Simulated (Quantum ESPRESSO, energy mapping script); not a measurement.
**MnS: J from the energies of magnetic orders**

Wanted: the magnetic order of MnS, its couplings and an estimate of its ordering temperature, by PBE+U (4 eV), QE, GBRV.

Calculated with Quantum ESPRESSO 7.5; PBE with U = 4 eV on Mn d, ortho-atomic projectors; plane waves, U on orthogonalised atomic orbitals unless named otherwise, collinear spin, no spin–orbit coupling.

The experiments to compare with:

“Single-Crystal and Powder Neutron Diffraction Study of FeXMn1-XS Solid Solutions” (2011, arxiv:1108.4537) reports for MnS, rock salt, by neutron diffraction (x = 0): ordering temperature (Neel temperature) 150 K.

The database entry behind the starting cell differs from later determinations by our own check (an axis about 0.2 % short against later determinations), so it need not match the best structure at ambient conditions.

### 1. The structure

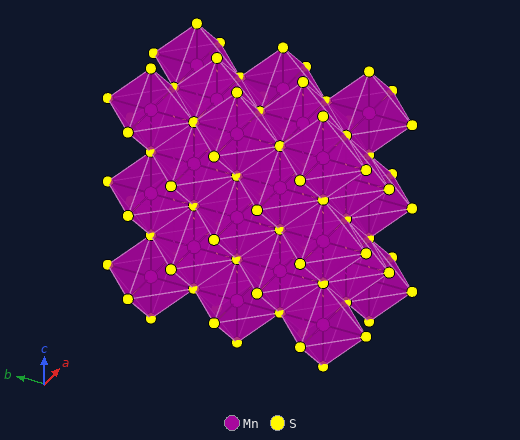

Start, viewed from a free direction; manganese purple, sulfur yellow. 1×2×2 cells are drawn. This picture shows the conventional cell, with its axes. Some periodic images of atoms are drawn too.

The U corrects the self-interaction that lets semilocal functionals spread d and f electrons too far. Its value here is typed, not computed. These runs use Quantum ESPRESSO.

### 2. Parallel start in cell A (4 atoms)

Each cell gets its own parallel run on the same mesh, so that most of the mesh error cancels in the differences.

The potential files are GBRV's for PBE; pw.x takes the functional from them.

File pw.in:

```
&control
  calculation = 'scf'
  prefix = 'pw'
  outdir = './tmp/'
  pseudo_dir = './pseudo/'
  verbosity = 'low'
/
&system
  ibrav = 0
  nat = 4
  ntyp = 2
  ecutwfc = 45
  ecutrho = 360
  nbnd = 38
  occupations = 'smearing'
  smearing = 'fd'
  degauss = 0.00367493
  nspin = 2
  starting_magnetization(1) = 0.3000
/
&electrons
  conv_thr = 1.0e-08
  electron_maxstep = 120
  mixing_beta = 0.3
  mixing_mode = 'plain'
/
ATOMIC_SPECIES
  Mn 54.9380 Mn.upf
  S 32.0600 S.upf
CELL_PARAMETERS angstrom
  0.00000000 -2.60450000 -2.60450000
  -2.60450000 0.00000000 -2.60450000
  2.60450000 2.60450000 -5.20900000
ATOMIC_POSITIONS crystal
  Mn 0.50000000 0.50000000 0.50000000
  Mn 0.00000000 0.00000000 0.00000000
  S 0.75000000 0.75000000 0.75000000
  S 0.25000000 0.25000000 0.25000000
K_POINTS automatic
  7 7 7 0 0 0
HUBBARD {ortho-atomic}
U Mn-3d 4
```

On the command line:

```console
> OMP_NUM_THREADS=1 mpirun -n 8 pw.x -nk 8 -in pw.in > pw.out
```

Output:

```text
Program PWSCF v.7.5 starts
[...]
unit-cell volume          =     476.9026 (a.u.)^3
     number of atoms/cell      =            4
[...]
number of electrons       =        42.00
     number of Kohn-Sham states=           38
     kinetic-energy cutoff     =      45.0000  Ry
     charge density cutoff     =     360.0000  Ry
     scf convergence threshold =      1.0E-08
[...]
Exchange-correlation=  SLA  PW   PBX  PBC
[...]
Hubbard projectors: ortho-atomic
     Hubbard parameters of DFT+U (Dudarev formulation) in eV:
[...]
atomic species   magnetization
[...]
12 Sym. Ops., with inversion, found
[...]
number of k points=    44  Fermi-Dirac smearing, width (Ry)=  0.0037
[...]
Number of occupied Hubbard levels =   10.0000
     Atomic wfc used for Hubbard projectors are orthogonalized
[...]
iteration #  1     ecut=    45.00 Ry     beta= 0.30
[...]
Number of occupied Hubbard levels =   10.0066
     total energy              =    -470.47062287 Ry
     estimated scf accuracy    <       0.96778186 Ry
     total magnetization       =    10.00 Bohr mag/cell
     absolute magnetization    =    10.00 Bohr mag/cell
     iteration #  2     ecut=    45.00 Ry     beta= 0.30
[...]
total energy              =    -470.63418310 Ry
     estimated scf accuracy    <       0.04635011 Ry
     total magnetization       =    10.00 Bohr mag/cell
     absolute magnetization    =    10.00 Bohr mag/cell
     iteration #  3     ecut=    45.00 Ry     beta= 0.30
[...]
total energy              =    -470.65036742 Ry
     estimated scf accuracy    <       0.01782090 Ry
     total magnetization       =    10.00 Bohr mag/cell
     absolute magnetization    =    10.00 Bohr mag/cell
     iteration #  4     ecut=    45.00 Ry     beta= 0.30
[...]
total energy              =    -470.65157417 Ry
     estimated scf accuracy    <       0.00168381 Ry
     total magnetization       =    10.00 Bohr mag/cell
     absolute magnetization    =    10.00 Bohr mag/cell
     iteration #  5     ecut=    45.00 Ry     beta= 0.30
[...]
total energy              =    -470.65193639 Ry
     estimated scf accuracy    <       0.00009971 Ry
     total magnetization       =    10.00 Bohr mag/cell
     absolute magnetization    =    10.00 Bohr mag/cell
     iteration #  6     ecut=    45.00 Ry     beta= 0.30
[...]
total energy              =    -470.65195320 Ry
     estimated scf accuracy    <       0.00014690 Ry
     total magnetization       =    10.00 Bohr mag/cell
     absolute magnetization    =    10.00 Bohr mag/cell
     iteration #  7     ecut=    45.00 Ry     beta= 0.30
[...]
total energy              =    -470.65196051 Ry
     estimated scf accuracy    <       0.00001798 Ry
     total magnetization       =    10.00 Bohr mag/cell
     absolute magnetization    =    10.00 Bohr mag/cell
     iteration #  8     ecut=    45.00 Ry     beta= 0.30
[...]
total energy              =    -470.65196738 Ry
     estimated scf accuracy    <       0.00000146 Ry
     total magnetization       =    10.00 Bohr mag/cell
     absolute magnetization    =    10.00 Bohr mag/cell
     iteration #  9     ecut=    45.00 Ry     beta= 0.30
[...]
total energy              =    -470.65196776 Ry
     estimated scf accuracy    <       0.00000016 Ry
     total magnetization       =    10.00 Bohr mag/cell
     absolute magnetization    =    10.00 Bohr mag/cell
     iteration # 10     ecut=    45.00 Ry     beta= 0.30
[...]
Magnetic moment per site  (integrated on atomic sphere of radius R)
     atom   1 (R=0.292)  charge= 13.1407  magn=  4.5074
     atom   2 (R=0.292)  charge= 13.1411  magn=  4.5075
     atom   3 (R=0.292)  charge=  4.7240  magn=  0.1148
     atom   4 (R=0.292)  charge=  4.7240  magn=  0.1148
     End of self-consistent calculation
     =================== HUBBARD OCCUPATIONS ===================
     ------------------------ ATOM    1 ------------------------
     Tr[ns(  1)] (up, down, total) =   4.97219  0.26134  5.23353
     Atomic magnetic moment for atom   1 =   4.71085
     SPIN  1
     eigenvalues:
       0.991  0.991  0.997  0.997  0.997
     eigenvectors (columns):
      -0.006 -1.000  0.000  0.000  0.000
       0.000 -0.000  0.577 -0.208 -0.790
      -0.000 -0.000  0.577 -0.580  0.575
       1.000 -0.006 -0.000 -0.000  0.000
       0.000  0.000  0.577  0.788  0.215
     occupation matrix ns (before diag.):
       0.991 -0.000 -0.000  0.000  0.000
      -0.000  0.997 -0.000 -0.000 -0.000
      -0.000 -0.000  0.997  0.000 -0.000
       0.000 -0.000  0.000  0.991 -0.000
[...]
SPIN  2
     eigenvalues:
[...]
eigenvectors (columns):
[...]
occupation matrix ns (before diag.):
[...]
------ SPIN UP ------------
          k = 0.0000 0.0000-0.0000 (  2437 PWs)   bands (ev):
   -72.1963 -72.1960 -40.9294 -40.9228 -40.9228 -40.9219 -40.9217 -40.9217
    -4.0882  -2.6770   2.7858   3.8058   3.8058   4.5603   4.5604   4.5604
     4.6735   4.6735   5.0392   5.0392   5.9305   8.6514   8.6514   8.6516
    10.1353  10.1353  12.0212  13.1102  15.6110  15.6110  18.7847  18.7847
    18.7847  18.7907  20.8712  21.8965  22.2921  22.2921
          k = 0.0505 0.0505-0.0505 (  2454 PWs)   bands (ev):
   -72.1963 -72.1960 -40.9291 -40.9228 -40.9228 -40.9222 -40.9218 -40.9218
    -4.0348  -2.7737   2.9407   3.8399   3.8399   4.5323   4.5619   4.5619
     4.6403   4.6403   5.0153   5.0153   5.9537   8.2822   8.7290   8.7290
    10.0572  10.0572  12.4050  13.2175  15.7755  15.7755  18.2851  18.6192
    18.7793  18.7793  20.8519  20.8519  21.3495  22.0972
          k = 0.1010 0.1010-0.1010 (  2451 PWs)   bands (ev):
   -72.1963 -72.1960 -40.9281 -40.9233 -40.9226 -40.9226 -40.9219 -40.9219
    -3.8792  -3.0213   3.3399   3.9389   3.9389   4.4319   4.4556   4.4556
[...]
18.5294  18.5294  20.1673  20.1674  21.5645  21.6135
          k = 0.1515 0.1515-0.1515 (  2442 PWs)   bands (ev):
[...]
17.7819  17.7819  20.2987  20.2987  20.8591  20.8591
          k =-0.1515 0.0505-0.0505 (  2434 PWs)   bands (ev):
[...]
18.6289  18.8061  19.1714  21.3416  22.1102  22.1915
          k =-0.1010 0.1010-0.1010 (  2439 PWs)   bands (ev):
[...]
18.5294  18.7058  20.1673  20.1674  21.5642  21.7650
          k =-0.0505 0.1515-0.1515 (  2447 PWs)   bands (ev):
[...]
18.1205  18.3135  19.3208  20.9476  21.1887  22.0886
          k =-0.0000 0.2020-0.2020 (  2444 PWs)   bands (ev):
[...]
17.6364  17.7210  19.2786  20.4641  21.6559  22.4833
          k =-0.3030-0.1010 0.1010 (  2457 PWs)   bands (ev):
[...]
16.9897  18.2906  19.6748  19.6974  22.0374  22.4755
          k =-0.2525-0.0505 0.0505 (  2437 PWs)   bands (ev):
[...]
17.5284  18.6565  19.0347  20.3726  21.9674  22.9348
          k =-0.2020-0.0000 0.0000 (  2443 PWs)   bands (ev):
[...]
k =-0.3030 0.1010-0.1010 (  2441 PWs)   bands (ev):
[...]
k =-0.2525 0.1515-0.1515 (  2427 PWs)   bands (ev):
[...]
k =-0.2020 0.2020-0.2020 (  2427 PWs)   bands (ev):
[...]
k =-0.1515 0.2525-0.2525 (  2442 PWs)   bands (ev):
[...]
k =-0.4546-0.0505 0.0505 (  2441 PWs)   bands (ev):
[...]
k =-0.4041 0.0000-0.0000 (  2428 PWs)   bands (ev):
[...]
k =-0.3536 0.0505-0.0505 (  2438 PWs)   bands (ev):
[...]
[... cut ...]
[...]
k =-0.4546-0.0505 0.0505 (  2441 PWs)   bands (ev):
[...]
k =-0.6061-0.0000 0.0000 (  2416 PWs)   bands (ev):
[...]
k =-0.2525-0.0505-0.1515 (  2442 PWs)   bands (ev):
[...]
k =-0.2020-0.0000-0.2020 (  2427 PWs)   bands (ev):
[...]
k =-0.1010 0.1010-0.3030 (  2453 PWs)   bands (ev):
[...]
k =-0.4041-0.2020 0.0000 (  2443 PWs)   bands (ev):
[...]
k =-0.4041 0.0000-0.2020 (  2425 PWs)   bands (ev):
[...]
k =-0.3536 0.0505-0.2525 (  2429 PWs)   bands (ev):
[...]
k =-0.3030 0.1010-0.3030 (  2421 PWs)   bands (ev):
[...]
k =-0.2525 0.1515-0.3536 (  2420 PWs)   bands (ev):
[...]
k =-0.5556-0.1515-0.0505 (  2435 PWs)   bands (ev):
[...]
k =-0.5051-0.1010-0.1010 (  2440 PWs)   bands (ev):
[...]
k =-0.4546-0.0505-0.1515 (  2443 PWs)   bands (ev):
[...]
k = 0.5051-0.3030 0.1010 (  2430 PWs)   bands (ev):
[...]
k = 0.6061-0.2020 0.0000 (  2413 PWs)   bands (ev):
[...]
k = 0.6566-0.1515-0.0505 (  2420 PWs)   bands (ev):
[...]
k = 0.3536-0.4546 0.2525 (  2410 PWs)   bands (ev):
[...]
20.3000  21.9347  22.8282  23.0954  23.3566  23.7489
          k = 0.5556-0.4546 0.0505 (  2425 PWs)   bands (ev):
[...]
19.3615  19.5889  22.1493  22.5879  23.3437  24.2633
          k = 0.6061-0.4041 0.0000 (  2422 PWs)   bands (ev):
[...]
18.9843  18.9895  21.6664  23.1628  23.8039  23.8445
          k = 0.6566-0.3536-0.0505 (  2426 PWs)   bands (ev):
[...]
13.6777  14.3416  15.3777  16.3835  17.4931  18.0514  18.0615  18.2834
    18.3893  18.7739  21.4612  23.4121  23.6444  24.6579
          k = 0.4546-0.5556 0.1515 (  2415 PWs)   bands (ev):
   -67.0203 -67.0203 -35.8671 -35.8668 -35.8637 -35.8630 -35.8612 -35.8611
    -2.3213  -2.2727   4.8918   5.0110   6.0633   6.3456   7.2576   7.3189
    12.3076  12.4493  13.1798  13.2364  13.3417  13.4322  13.5806  13.6166
    13.6849  13.7528  14.9738  15.2921  17.0891  17.5061  18.6945  18.9961
    19.4066  19.5334  22.6072  22.9425  23.0168  24.0720
     the Fermi energy is    10.6467 ev
!    total energy              =    -470.65196790 Ry
     estimated scf accuracy    <          1.8E-09 Ry
     smearing contrib. (-TS)   =      -0.00000015 Ry
     internal energy E=F+TS    =    -470.65196775 Ry
     The total energy is F=E-TS. E is the sum of the following terms:
     one-electron contribution =    -264.95228997 Ry
     hartree contribution      =     147.75223707 Ry
     xc contribution           =     -70.54411443 Ry
     ewald contribution        =    -282.98656422 Ry
     Hubbard energy            =       0.07876380 Ry
     total magnetization       =    10.00 Bohr mag/cell
     absolute magnetization    =    10.00 Bohr mag/cell
     convergence has been achieved in  10 iterations
=------------------------------------------------------------------------------=
   JOB DONE.
=------------------------------------------------------------------------------=
```

It took 20 s on 8 MPI ranks of Arm Neoverse V2, shared host; peak memory 1.1 GiB; 2.6 min of CPU time.

Spin moment in the sphere by atom:

| atom | spin moment in the sphere (μB) |
| --- | --- |
| Mn1 | 4.51 |
| Mn2 | 4.51 |
| S3 | 0.11 |
| S4 | 0.11 |

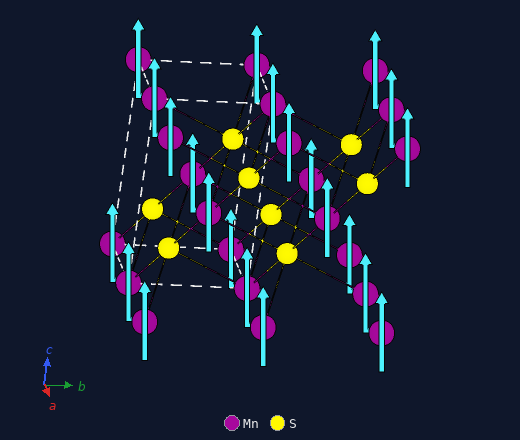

Spin moment in the sphere as arrows, the longest 4.51 μB. Up and down stand for the sign. Arrows give size and sign along the axis of quantisation, drawn up and down the page. Bonds to atoms that aren't drawn are left out. 2×2×1 cells are drawn. Some periodic images of atoms are drawn too.

The run ends ferromagnetic.

### 3. Run 2 (compensated +−; cell A, 4 atoms)

This order reverses 6 of the 12 neighbours at 3.68 Å, 6 of the 6 neighbours at 5.21 Å and 12 of the 24 neighbours at 6.38 Å, counted for an average magnetic atom.

pw.in, as its differences from that of step 2:

```diff
@@ -10,6 +10,6 @@
   nat = 4
-  ntyp = 2
+  ntyp = 3
   ecutwfc = 45
   ecutrho = 360
-  nbnd = 38
+  nbnd = 33
   occupations = 'smearing'
@@ -19,2 +19,3 @@
   starting_magnetization(1) = 0.3000
+  starting_magnetization(2) = -0.3000
 /
@@ -27,3 +28,4 @@
 ATOMIC_SPECIES
-  Mn 54.9380 Mn.upf
+  Mn1 54.9380 Mn.upf
+  Mn2 54.9380 Mn.upf
   S 32.0600 S.upf
@@ -34,4 +36,4 @@
 ATOMIC_POSITIONS crystal
-  Mn 0.50000000 0.50000000 0.50000000
-  Mn 0.00000000 0.00000000 0.00000000
+  Mn1 0.50000000 0.50000000 0.50000000
+  Mn2 0.00000000 0.00000000 0.00000000
   S 0.75000000 0.75000000 0.75000000
@@ -41,2 +43,3 @@
 HUBBARD {ortho-atomic}
-U Mn-3d 4
+U Mn1-3d 4
+U Mn2-3d 4
```

Output:

```text
[banner, memory and clock lines left out]
Program PWSCF v.7.5 starts
[...]
unit-cell volume          =     476.9026 (a.u.)^3
     number of atoms/cell      =            4
[...]
number of electrons       =        42.00
     number of Kohn-Sham states=           33
     kinetic-energy cutoff     =      45.0000  Ry
     charge density cutoff     =     360.0000  Ry
     scf convergence threshold =      1.0E-08
[...]
Exchange-correlation=  SLA  PW   PBX  PBC
[...]
Hubbard projectors: ortho-atomic
     Hubbard parameters of DFT+U (Dudarev formulation) in eV:
[...]
atomic species   magnetization
[...]
12 Sym. Ops., with inversion, found
[...]
number of k points=    44  Fermi-Dirac smearing, width (Ry)=  0.0037
[...]
Number of occupied Hubbard levels =   10.0000
     Atomic wfc used for Hubbard projectors are orthogonalized
[...]
iteration #  1     ecut=    45.00 Ry     beta= 0.30
[...]
Number of occupied Hubbard levels =   10.0343
     total energy              =    -470.46823244 Ry
     estimated scf accuracy    <       0.98466139 Ry
     total magnetization       =     0.00 Bohr mag/cell
     absolute magnetization    =     9.39 Bohr mag/cell
     iteration #  2     ecut=    45.00 Ry     beta= 0.30
[...]
total energy              =    -470.63986971 Ry
     estimated scf accuracy    <       0.04524745 Ry
     total magnetization       =    -0.00 Bohr mag/cell
     absolute magnetization    =     9.47 Bohr mag/cell
     iteration #  3     ecut=    45.00 Ry     beta= 0.30
[...]
total energy              =    -470.65791366 Ry
     estimated scf accuracy    <       0.01885198 Ry
     total magnetization       =     0.00 Bohr mag/cell
     absolute magnetization    =     9.46 Bohr mag/cell
[...]
total energy              =    -470.66032450 Ry
[...]
iteration # 10     ecut=    45.00 Ry     beta= 0.30
[...]
total energy              =    -470.66032469 Ry
     estimated scf accuracy    <       0.00000051 Ry
     total magnetization       =     0.00 Bohr mag/cell
     absolute magnetization    =     9.47 Bohr mag/cell
     iteration # 11     ecut=    45.00 Ry     beta= 0.30
[...]
Magnetic moment per site  (integrated on atomic sphere of radius R)
     atom   1 (R=0.292)  charge= 13.1496  magn=  4.4255
     atom   2 (R=0.292)  charge= 13.1500  magn= -4.4257
     atom   3 (R=0.292)  charge=  4.7178  magn= -0.0000
[...]
19.4314
          k = 0.0505 0.0505-0.0505 (  2454 PWs)   bands (ev):
[...]
19.4015
          k = 0.1010 0.1010-0.1010 (  2451 PWs)   bands (ev):
[...]
19.1444
          k = 0.1515 0.1515-0.1515 (  2442 PWs)   bands (ev):
[...]
k =-0.1515 0.0505-0.0505 (  2434 PWs)   bands (ev):
[...]
k =-0.1010 0.1010-0.1010 (  2439 PWs)   bands (ev):
[...]
k =-0.0505 0.1515-0.1515 (  2447 PWs)   bands (ev):
[...]
k =-0.3030-0.1010 0.1010 (  2457 PWs)   bands (ev):
[...]
k =-0.2525-0.0505 0.0505 (  2437 PWs)   bands (ev):
[...]
k =-0.2020-0.0000 0.0000 (  2443 PWs)   bands (ev):
[...]
[... cut ...]
[...]
k =-0.6061-0.0000 0.0000 (  2416 PWs)   bands (ev):
[...]
k =-0.2525-0.0505-0.1515 (  2442 PWs)   bands (ev):
[...]
k =-0.2020-0.0000-0.2020 (  2427 PWs)   bands (ev):
[...]
k =-0.4041-0.2020 0.0000 (  2443 PWs)   bands (ev):
[...]
k =-0.3030 0.1010-0.3030 (  2421 PWs)   bands (ev):
[...]
k =-0.2525 0.1515-0.3536 (  2420 PWs)   bands (ev):
[...]
k =-0.5556-0.1515-0.0505 (  2435 PWs)   bands (ev):
[...]
k =-0.5051-0.1010-0.1010 (  2440 PWs)   bands (ev):
[...]
k =-0.4546-0.0505-0.1515 (  2443 PWs)   bands (ev):
[...]
k = 0.5051-0.3030 0.1010 (  2430 PWs)   bands (ev):
[...]
k = 0.6061-0.2020 0.0000 (  2413 PWs)   bands (ev):
[...]
k = 0.6566-0.1515-0.0505 (  2420 PWs)   bands (ev):
[...]
k = 0.3536-0.4546 0.2525 (  2410 PWs)   bands (ev):
[...]
k = 0.5556-0.4546 0.0505 (  2425 PWs)   bands (ev):
[...]
k = 0.6061-0.4041 0.0000 (  2422 PWs)   bands (ev):
[...]
k = 0.6566-0.3536-0.0505 (  2426 PWs)   bands (ev):
[...]
17.9537
          k = 0.4546-0.5556 0.1515 (  2415 PWs)   bands (ev):
[...]
5.6814   6.4840   6.7834   8.1845   8.4333  12.4598  12.8571  13.2221
    13.2861  13.5873  14.3244  14.6241  16.5650  17.0386  18.2069  18.6342
    18.8172
     the Fermi energy is    10.7440 ev
!    total energy              =    -470.66032483 Ry
     estimated scf accuracy    <          6.1E-09 Ry
     smearing contrib. (-TS)   =      -0.00000000 Ry
     internal energy E=F+TS    =    -470.66032483 Ry
     The total energy is F=E-TS. E is the sum of the following terms:
     one-electron contribution =    -265.10927628 Ry
     hartree contribution      =     147.86894929 Ry
     xc contribution           =     -70.52325781 Ry
     ewald contribution        =    -282.98656422 Ry
     Hubbard energy            =       0.08982420 Ry
     total magnetization       =    -0.00 Bohr mag/cell
     absolute magnetization    =     9.47 Bohr mag/cell
     convergence has been achieved in  11 iterations
```

Run time: 20 s. Hardware: 8 MPI ranks; peak memory 1.1 GiB.

Spin moment in the sphere by atom:

```csv
atom,spin moment in the sphere (μB)
Mn1,4.43
Mn2,-4.43
S3,0.00
S4,0.00
```

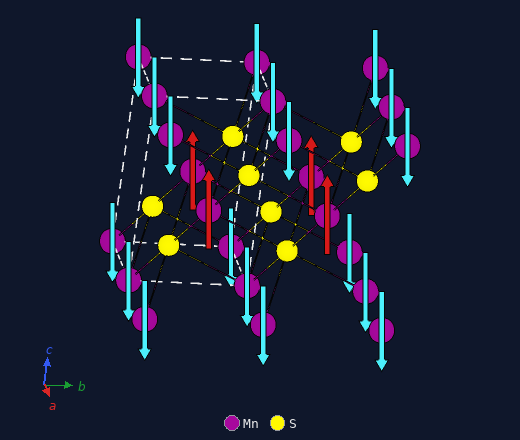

Spin moment in the sphere as arrows, the longest 4.43 μB. Up and down stand for the sign. Arrows give size and sign along the axis of quantisation, drawn up and down the page. The two directions have two colours. Bonds to atoms that aren't drawn are left out. 2×2×1 cells are drawn. Some periodic images of atoms are drawn too.

The run ends antiferromagnetic, 56.85 meV a magnetic atom below the parallel order of its cell.

### 4. Run 3 (parallel; cell B, 4 atoms)

The parallel order again, as the reference for this cell.

This run holds the same structure in another cell (c 6.380 → 5.209 Å, α 73.2 → 90.0°, β 73.2 → 90.0°, γ 60.0 → 90.0°).

File pw.in:

```
&control
  calculation = 'scf'
  prefix = 'pw'
  outdir = './tmp/'
  pseudo_dir = './pseudo/'
  verbosity = 'low'
/
&system
  ibrav = 0
  nat = 4
  ntyp = 2
  ecutwfc = 45
  ecutrho = 360
  nbnd = 38
  occupations = 'smearing'
  smearing = 'fd'
  degauss = 0.00367493
  nspin = 2
  starting_magnetization(1) = 0.3000
/
&electrons
  conv_thr = 1.0e-08
  electron_maxstep = 120
  mixing_beta = 0.3
  mixing_mode = 'plain'
/
ATOMIC_SPECIES
  Mn 54.9380 Mn.upf
  S 32.0600 S.upf
CELL_PARAMETERS angstrom
  0.00000000 -2.60450000 -2.60450000
  0.00000000 2.60450000 -2.60450000
  5.20900000 0.00000000 0.00000000
ATOMIC_POSITIONS crystal
  Mn 0.50000000 0.50000000 0.50000000
  Mn 0.00000000 0.00000000 0.00000000
  S 0.50000000 0.50000000 0.00000000
  S 0.00000000 0.00000000 0.50000000
K_POINTS automatic
  6 6 4 0 0 0
HUBBARD {ortho-atomic}
U Mn-3d 4
```

Output:

```text
[banner, memory and clock lines left out]
Program PWSCF v.7.5 starts
[...]
unit-cell volume          =     476.9026 (a.u.)^3
     number of atoms/cell      =            4
[...]
number of electrons       =        42.00
     number of Kohn-Sham states=           38
     kinetic-energy cutoff     =      45.0000  Ry
     charge density cutoff     =     360.0000  Ry
[...]
The total energy is F=E-TS. E is the sum of the following terms:
     one-electron contribution =    -264.95238729 Ry
     hartree contribution      =     147.75278699 Ry
     xc contribution           =     -70.54441658 Ry
     ewald contribution        =    -282.98656422 Ry
     Hubbard energy            =       0.07874056 Ry
     total magnetization       =    10.00 Bohr mag/cell
     absolute magnetization    =    10.00 Bohr mag/cell
     convergence has been achieved in  10 iterations
[key lines of the parts left out:]
!    total energy              =    -470.65184100 Ry
the Fermi energy is    10.6014 ev
```

It took 14 s on 8 MPI ranks; peak memory 0.93 GiB.

The run ends ferromagnetic. For each magnetic atom its energy differs from the parallel run of the first cell by 0.86 meV, an error that one common reference would have brought in.

(Part 1 of 3 ends here.)

[Logs and program files are shortened in this print: banners, set-up blocks, solver, clock and traceback lines can be left out without a mark of their own.]

[Logs are printed without paths, hosts, clocks, repeated set-up lines and the standing remarks that a program may print on its own settings, such as how far it seeks lower states.]

[Hosts, paths, dates, database ids (printed as entryN), source tags and the programs' standing remarks are cut or masked in the printed files.]

[Where a cell is said to come from a database of computed structures, the database is the Materials Project.]
